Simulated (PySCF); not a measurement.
SMILES N[SiH2][Al]([OH])[OH] at its PBE0/def2-SVP optimised geometry (Å):

```
11

Si    -0.6920     1.8154     0.0000
N     -2.4359     1.6621     0.0611
Al     0.5458    -0.2951     0.0000
O      2.2511    -0.2951     0.0000
O     -0.3756    -1.7334    -0.0007
H     -0.3496     2.5999    -1.2313
H     -0.2790     2.6443     1.1791
H     -2.8183     1.2781     0.9206
H     -2.8699     1.1830    -0.7229
H      2.8699    -1.0257     0.0040
H     -0.0795    -2.6443     0.0011
```

Level of theory: PBE0/def2-TZVP (PySCF).

Map of the Laplacian of the electron density (e/bohr⁵), clipped to [-1.50, 1.50] on the plane z = 0.8 Å:

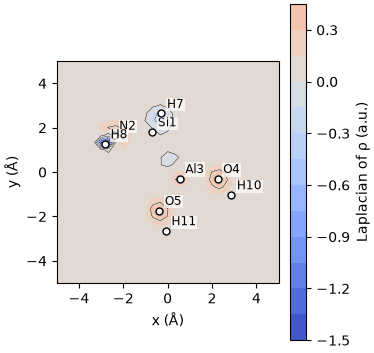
Figure: Laplacian of the electron density (e/bohr⁵), clipped to [-1.50, 1.50] on the plane z = 0.8 Å.
